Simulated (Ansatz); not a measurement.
B$_{2}$N$_{2}$H$_{8}$: geometry relaxation

B$_{2}$N$_{2}$H$_{8}$, SMILES [BH2-]1[NH2+][BH2-][NH2+]1, computed with RKS BHLYP-D4/def2-SVP (Ansatz 0.2.0).

Figures and captions count atoms from 1; the log counts them from 0 in places.

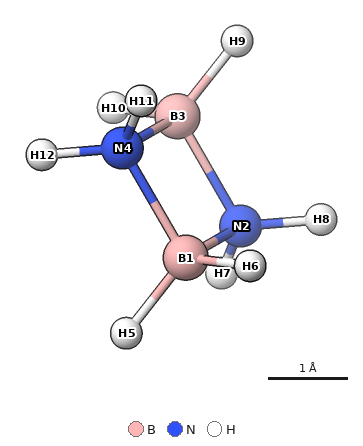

Figure 1. The input geometry (ball-and-stick view, seen at a tilt; atoms are numbered from 1 in the order of the input). Bond lengths as drawn: B–H 1.23 Å, B–N 1.61 Å and H–N 1.02 Å.

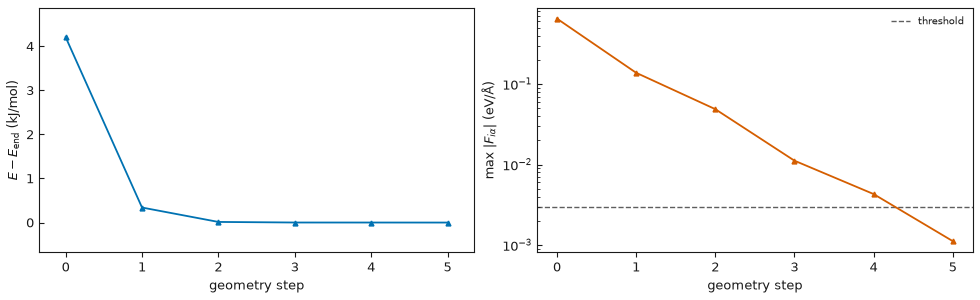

Figure 2. Progress of the relaxation, step by step (the first geometry is step 0 here and step 1 in the log).

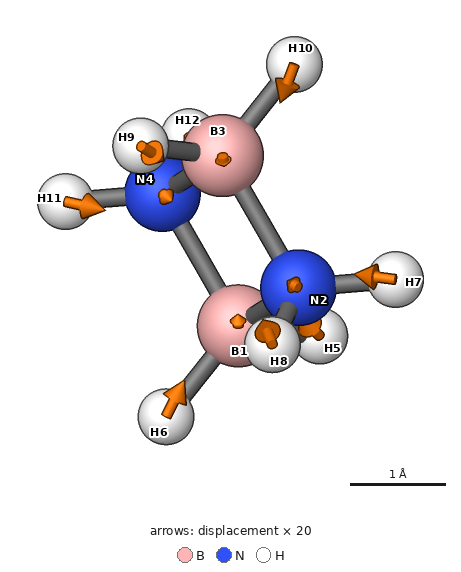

Figure 3. The starting structure with the displacements as orange arrows, magnified 20 times (ball-and-stick view, seen at a tilt). The two geometries are laid on each other by the best rigid fit. After 5 geometry steps the energy has fallen by 4.21 kJ/mol. The largest force component goes from 0.65 to 0.0011 eV/Å. The largest moves after the best rigid fit, 0.024 Å, are those of H7, H8, H11 and H12. Largest moves by element: H 0.024 Å, N 0.009 Å, B 0.008 Å. Distances before and after: B1–H5 1.226 → 1.209 Å, N2–H7 1.025 → 1.009 Å, B1–N2 1.609 → 1.596 Å. (Atoms are counted from 1 in the order of the input.)

The input that produced these results follows, with the program's output.

**The input**
```yaml
crystal:
  periodic: [false, false, false]
  atoms:
    - { symbol: B, position_ang: [-1.088027, -0.011839, -0.205543] }
    - { symbol: "N", position_ang: [-0.205262, -0.225193, 1.122299] }
    - { symbol: B, position_ang: [1.10079, 0.004514, 0.211566] }
    - { symbol: "N", position_ang: [0.218213, 0.213794, -1.117046] }
    - { symbol: H, position_ang: [-1.695753, -1.029244, -0.519899] }
    - { symbol: H, position_ang: [-1.778429, 0.999118, -0.137848] }
    - { symbol: H, position_ang: [-0.279855, -1.153783, 1.549461] }
    - { symbol: H, position_ang: [-0.350717, 0.472731, 1.858527] }
    - { symbol: H, position_ang: [1.703604, 1.024925, 0.525725] }
    - { symbol: H, position_ang: [1.795774, -1.003402, 0.14546] }
    - { symbol: H, position_ang: [0.293349, 1.140488, -1.54817] }
    - { symbol: H, position_ang: [0.363314, -0.487309, -1.850332] }
basis:
  gaussian: { orbitals: def2-SVP }
hamiltonian:
  xc: { name: BHLYP }
  dispersion: d4
output:
  forces: true
relax:
  f_tol: 0.003
  max_steps: 120
```

Launched with:
```bash
ansatz run input.yaml --threads 1 --pin off --max-ram 2560MiB --backend cpu --events-out ev --progress --plain --runs-dir out
```

**The program's output**
```
The last accepted step is kept in [file] (removed where the run ends without a failure and the disk answers)
Engine: ansatz 0.2.0, x86_64-unknown-linux-gnu
Functional definition: BHLYP
  parameter a = 0.5
  exchange = (1 - a)*b88_x + a*exact_x
  correlation = lyp_c
1090 factors; integrals over basis functions are off by at most 4.4e-4 eV
mean field evaluation 1: about -4455.0931 eV, gradient 4.5e1 eV
mean field evaluation 2: about -4455.5359 eV, gradient 4.4e1 eV
mean field evaluation 4: about -4459.5759 eV, gradient 8.2e-1 eV
mean field evaluation 8: about -4459.5784 eV, gradient 2.5e-3 eV
mean field -4459.57840013 eV, -163.8864833941 hartree, gradient 5.3e-5 eV, S^2 0.000000; 0 other end points of the search recorded, 0 dependent functions left out
the calculation of the forces begins
reference -4459.57857285 eV, -163.8864897413 hartree; 16, 16 occupied and 80, 80 virtual orbitals, 1090 factors
relax step   1: F+E_penalty+E_count = -4459.79330814 eV  Δ(F+E_penalty+E_count) = +0.000e0 eV  max|allowed force component| = 6.497e-1 eV/Å  Δτ_max = 0.0000 Å  (22 SCF iters, accepted)
these checks for a lower state are left out or cut short: starts, cluster_reference, orbital_swaps, neighbouring_geometries, increment
1090 factors; integrals over basis functions are off by at most 4.1e-4 eV
mean field evaluation 16: about -4459.6184 eV, gradient 2.3e-5 eV
mean field -4459.61842715 eV, -163.8879543597 hartree, gradient 7.3e-5 eV, S^2 0.000000; 0 other end points of the search recorded, 0 dependent functions left out
the calculation of the forces begins
reference -4459.61859791 eV, -163.8879606352 hartree; 16, 16 occupied and 80, 80 virtual orbitals, 1090 factors
relax step   2: F+E_penalty+E_count = -4459.83335818 eV  Δ(F+E_penalty+E_count) = -4.005e-2 eV  max|allowed force component| = 1.381e-1 eV/Å  Δτ_max = 0.0202 Å  (24 SCF iters, accepted)
these checks for a lower state are left out or cut short: starts, cluster_reference, orbital_swaps, neighbouring_geometries, increment
1090 factors; integrals over basis functions are off by at most 4.0e-4 eV
mean field -4459.62213593 eV, -163.8880906549 hartree, gradient 7.1e-5 eV, S^2 0.000000; 0 other end points of the search recorded, 0 dependent functions left out
the calculation of the forces begins
reference -4459.62230610 eV, -163.8880969087 hartree; 16, 16 occupied and 80, 80 virtual orbitals, 1090 factors
relax step   3: F+E_penalty+E_count = -4459.83674493 eV  Δ(F+E_penalty+E_count) = -3.387e-3 eV  max|allowed force component| = 4.880e-2 eV/Å  Δτ_max = 0.0097 Å  (23 SCF iters, accepted)
these checks for a lower state are left out or cut short: starts, cluster_reference, orbital_swaps, neighbouring_geometries, increment
1090 factors; integrals over basis functions are off by at most 4.0e-4 eV
mean field -4459.62225196 eV, -163.8880949189 hartree, gradient 6.7e-5 eV, S^2 0.000000; 0 other end points of the search recorded, 0 dependent functions left out
the calculation of the forces begins
reference -4459.62242211 eV, -163.8881011718 hartree; 16, 16 occupied and 80, 80 virtual orbitals, 1090 factors
relax step   4: F+E_penalty+E_count = -4459.83687982 eV  Δ(F+E_penalty+E_count) = -1.349e-4 eV  max|allowed force component| = 1.118e-2 eV/Å  Δτ_max = 0.0020 Å  (18 SCF iters, accepted)
these checks for a lower state are left out or cut short: starts, cluster_reference, orbital_swaps, neighbouring_geometries, increment
1090 factors; integrals over basis functions are off by at most 4.0e-4 eV
mean field -4459.62226677 eV, -163.8880954633 hartree, gradient 4.3e-5 eV, S^2 0.000000; 0 other end points of the search recorded, 0 dependent functions left out
the calculation of the forces begins
reference -4459.62243691 eV, -163.8881017158 hartree; 16, 16 occupied and 80, 80 virtual orbitals, 1090 factors
relax step   5: F+E_penalty+E_count = -4459.83688412 eV  Δ(F+E_penalty+E_count) = -4.292e-6 eV  max|allowed force component| = 4.303e-3 eV/Å  Δτ_max = 0.0013 Å  (18 SCF iters, accepted)
these checks for a lower state are left out or cut short: starts, cluster_reference, orbital_swaps, neighbouring_geometries, increment
1090 factors; integrals over basis functions are off by at most 4.0e-4 eV
mean field evaluation 32: about -4459.6223 eV, gradient 5.1e-2 eV
mean field -4459.62227365 eV, -163.8880957160 hartree, gradient 3.5e-5 eV, S^2 0.000000; 0 other end points of the search recorded, 0 dependent functions left out
the calculation of the forces begins
reference -4459.62244378 eV, -163.8881019683 hartree; 16, 16 occupied and 80, 80 virtual orbitals, 1090 factors
relax step   6: F+E_penalty+E_count = -4459.83689089 eV  Δ(F+E_penalty+E_count) = -6.772e-6 eV  max|allowed force component| = 1.120e-3 eV/Å  Δτ_max = 0.0016 Å  (17 SCF iters, accepted)
1090 factors; integrals over basis functions are off by at most 4.0e-4 eV
mean field -4459.62227365 eV, -163.8880957160 hartree, gradient 3.5e-5 eV, S^2 0.000000; 1 other end points of the search recorded, 0 dependent functions left out
the calculation of the forces begins
reference -4459.62244378 eV, -163.8881019683 hartree; 16, 16 occupied and 80, 80 virtual orbitals, 1090 factors
Total energy: -4459.83706102 eV, -163.8959890065 hartree
Atom 0 at    -1.080217    -0.012232    -0.204143 Å, force     0.000161     0.000010     0.000000 eV/Å
Atom 1 at    -0.203583    -0.222824     1.113315 Å, force    -0.000237    -0.000230     0.001117 eV/Å
Atom 2 at     1.093016     0.003851     0.209998 Å, force    -0.000152     0.000032    -0.000039 eV/Å
Atom 3 at     0.216462     0.212585    -1.107808 Å, force     0.000217     0.000206    -0.001120 eV/Å
Atom 4 at    -1.676537    -1.017461    -0.513974 Å, force     0.000098    -0.000398    -0.000045 eV/Å
Atom 5 at    -1.760823     0.984952    -0.137378 Å, force    -0.000079     0.000269     0.000044 eV/Å
Atom 6 at    -0.276794    -1.137171     1.532978 Å, force     0.000077     0.000068    -0.000316 eV/Å
Atom 7 at    -0.346358     0.466522     1.835749 Å, force     0.000086     0.000205    -0.000410 eV/Å
Atom 8 at     1.687057     1.010469     0.519660 Å, force     0.000063     0.000271     0.000100 eV/Å
Atom 9 at     1.775780    -0.991914     0.143919 Å, force    -0.000077    -0.000387    -0.000095 eV/Å
Atom 10 at     0.289985     1.126142    -1.529120 Å, force    -0.000072     0.000013     0.000463 eV/Å
Atom 11 at     0.359014    -0.478119    -1.828997 Å, force    -0.000086    -0.000058     0.000302 eV/Å
Dipole moment:     0.000046    -0.001084    -0.000202 e Å
```

**Trajectory as extended XYZ (Å, eV, eV/Å), 6 frames, from step=1 to step=6**
```
12
Properties=species:S:1:pos:R:3:forces:R:3 step=1 energy=-4459.79331
B    -1.0880   -0.0118   -0.2055   -0.1499   0.0009  -0.0280
N    -0.2053   -0.2252    1.1223   -0.0760  -0.0799   0.3996
B     1.1008    0.0045    0.2116    0.1499   0.0010   0.0294
N     0.2182    0.2138   -1.1170    0.0757   0.0768  -0.4003
H    -1.6958   -1.0292   -0.5199    0.2071   0.3050   0.0989
H    -1.7784    0.9991   -0.1378    0.2315  -0.3035  -0.0162
H    -0.2799   -1.1538    1.5495    0.0550   0.6497  -0.3105
H    -0.3507    0.4727    1.8585    0.1036  -0.4834  -0.5267
H     1.7036    1.0249    0.5257   -0.2058  -0.3070  -0.0995
H     1.7958   -1.0034    0.1455   -0.2324   0.3021   0.0149
H     0.2933    1.1405   -1.5482   -0.0549  -0.6476   0.3144
H     0.3633   -0.4873   -1.8503   -0.1038   0.4858   0.5240
12
Properties=species:S:1:pos:R:3:forces:R:3 step=2 energy=-4459.83336
B    -1.0879   -0.0119   -0.2055    0.0888   0.0012   0.0167
N    -0.2035   -0.2233    1.1127   -0.0233  -0.0247   0.1229
B     1.1007    0.0043    0.2116   -0.0886   0.0000  -0.0170
N     0.2164    0.2120   -1.1074    0.0232   0.0232  -0.1236
H    -1.6853   -1.0213   -0.5164    0.0462   0.0882   0.0260
H    -1.7677    0.9911   -0.1375    0.0529  -0.0882  -0.0071
H    -0.2771   -1.1403    1.5349    0.0128   0.1381  -0.0725
H    -0.3472    0.4662    1.8398    0.0233  -0.1000  -0.1181
H     1.6934    1.0166    0.5221   -0.0454  -0.0888  -0.0259
H     1.7849   -0.9956    0.1448   -0.0539   0.0875   0.0072
H     0.2906    1.1273   -1.5330   -0.0128  -0.1375   0.0737
H     0.3597   -0.4803   -1.8318   -0.0234   0.1008   0.1174
12
Properties=species:S:1:pos:R:3:forces:R:3 step=3 energy=-4459.83674
B    -1.0810   -0.0119   -0.2042    0.0419   0.0004   0.0081
N    -0.2038   -0.2235    1.1144    0.0092   0.0094  -0.0488
B     1.0937    0.0042    0.2102   -0.0420  -0.0003  -0.0077
N     0.2167    0.2124   -1.1091   -0.0092  -0.0097   0.0488
H    -1.6775   -1.0163   -0.5139   -0.0067  -0.0097  -0.0032
H    -1.7597    0.9859   -0.1370   -0.0079   0.0094   0.0002
H    -0.2770   -1.1375    1.5342    0.0011  -0.0212  -0.0050
H    -0.3468    0.4641    1.8379   -0.0007   0.0219   0.0029
H     1.6858    1.0113    0.5196    0.0070   0.0095   0.0030
H     1.7766   -0.9908    0.1443    0.0076  -0.0096  -0.0006
H     0.2905    1.1247   -1.5321   -0.0011   0.0215   0.0053
H     0.3593   -0.4780   -1.8302    0.0007  -0.0216  -0.0031
12
Properties=species:S:1:pos:R:3:forces:R:3 step=4 energy=-4459.83688
B    -1.0805   -0.0119   -0.2041    0.0112   0.0003   0.0021
N    -0.2035   -0.2232    1.1130   -0.0016  -0.0019   0.0086
B     1.0933    0.0042    0.2101   -0.0112   0.0001  -0.0021
N     0.2164    0.2121   -1.1077    0.0016   0.0014  -0.0088
H    -1.6773   -1.0167   -0.5140   -0.0036  -0.0022  -0.0011
H    -1.7597    0.9860   -0.1370   -0.0042   0.0019  -0.0004
H    -0.2767   -1.1377    1.5324    0.0006  -0.0030  -0.0030
H    -0.3465    0.4652    1.8363    0.0003   0.0042  -0.0019
H     1.6859    1.0115    0.5196    0.0040   0.0020   0.0012
H     1.7764   -0.9911    0.1442    0.0038  -0.0021   0.0004
H     0.2902    1.1251   -1.5301   -0.0006   0.0032   0.0034
H     0.3590   -0.4788   -1.8287   -0.0003  -0.0039   0.0017
12
Properties=species:S:1:pos:R:3:forces:R:3 step=5 energy=-4459.83688
B    -1.0804   -0.0120   -0.2041    0.0022  -0.0005   0.0005
N    -0.2035   -0.2231    1.1131   -0.0006  -0.0003   0.0033
B     1.0932    0.0041    0.2101   -0.0022  -0.0007  -0.0003
N     0.2165    0.2122   -1.1078    0.0006   0.0011  -0.0033
H    -1.6777   -1.0164   -0.5140    0.0011  -0.0043  -0.0007
H    -1.7607    0.9852   -0.1373    0.0006   0.0043   0.0009
H    -0.2767   -1.1376    1.5325    0.0002  -0.0017  -0.0012
H    -0.3464    0.4657    1.8361    0.0001   0.0023  -0.0005
H     1.6869    1.0108    0.5197   -0.0009   0.0043   0.0005
H     1.7769   -0.9909    0.1443   -0.0006  -0.0043  -0.0010
H     0.2901    1.1255   -1.5297   -0.0003   0.0019   0.0013
H     0.3589   -0.4787   -1.8287    0.0000  -0.0020   0.0005
12
Properties=species:S:1:pos:R:3:forces:R:3 step=6 energy=-4459.83689
B    -1.0802   -0.0122   -0.2041    0.0002   0.0000   0.0000
N    -0.2036   -0.2228    1.1133   -0.0002  -0.0002   0.0011
B     1.0930    0.0039    0.2100   -0.0002   0.0000   0.0000
N     0.2165    0.2126   -1.1078    0.0002   0.0002  -0.0011
H    -1.6765   -1.0175   -0.5140    0.0001  -0.0004   0.0000
H    -1.7608    0.9850   -0.1374   -0.0001   0.0003   0.0000
H    -0.2768   -1.1372    1.5330    0.0001   0.0001  -0.0003
H    -0.3464    0.4665    1.8357    0.0001   0.0002  -0.0004
H     1.6871    1.0105    0.5197    0.0001   0.0003   0.0001
H     1.7758   -0.9919    0.1439   -0.0001  -0.0004  -0.0001
H     0.2900    1.1261   -1.5291   -0.0001   0.0000   0.0005
H     0.3590   -0.4781   -1.8290   -0.0001  -0.0001   0.0003
```

**Key numbers**

- outcome: converged
- total energy: −4459.8371 eV
- mean-field energy: −4459.6224 eV
- largest force (length of the vector) at the end: 0.001 eV/Å
- hardware: 1 thread of Intel Xeon @ 2.50GHz (Skylake/Cascade Lake), 189 GiB of memory available, shared host
- wall time: 70 s
- peak memory: 0.2 GiB
